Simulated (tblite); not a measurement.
Nudged elastic band, with input and output: C2HF3O2

System: C2HF3O2, SMILES O=C(O)C(F)(F)F.
Method: GFN2-xTB climbing-image nudged elastic band, gas phase (tblite 0.8.0).

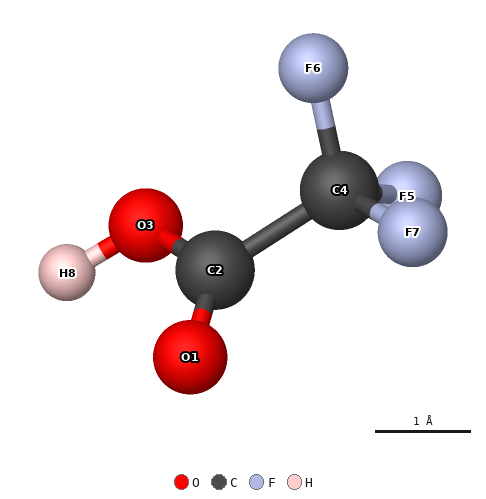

Fig. 1: The structure as given in the input (ball-and-stick view, seen at a tilt; atoms are numbered from 1 in the order of the input). Bond lengths as drawn: C–C 1.56 Å, C–F 1.33 to 1.34 Å, C–O 1.19 to 1.32 Å and H–O 0.97 Å.

Key numbers

| quantity | value |
| --- | --- |
| outcome | converged |
| forward barrier | 0.578 eV |
| hardware | 1 CPU thread, shared host |
| wall time | 0.81 s |
| peak memory | 0.19 GiB |

Input
```
{"job": {"xc": "GFN2-xTB", "basis": "xTB", "kind": "neb"}, "charge": 0, "multiplicity": 1}
O      1.014215     1.445226    -0.041830
C      0.588283     0.333666    -0.046140
O      1.280536    -0.780693    -0.158217
C     -0.927394    -0.009587     0.085921
F     -1.361025    -0.683757    -0.983829
F     -1.154427    -0.771316     1.160701
F     -1.666656     1.088978     0.202106
H      2.235525    -0.613105    -0.243278
```

The first line tells a small driver script what to run in tblite; the rest is the geometry in Å.

Command:
```bash
OMP_NUM_THREADS=1 python <driver script> task.json out
```

Output
```
image   E - E0 / eV
  0       0.0000
  1       0.1942
  2       0.5775
  3       0.4211
  4       0.2174
  5       0.2066
  6       0.2028
```
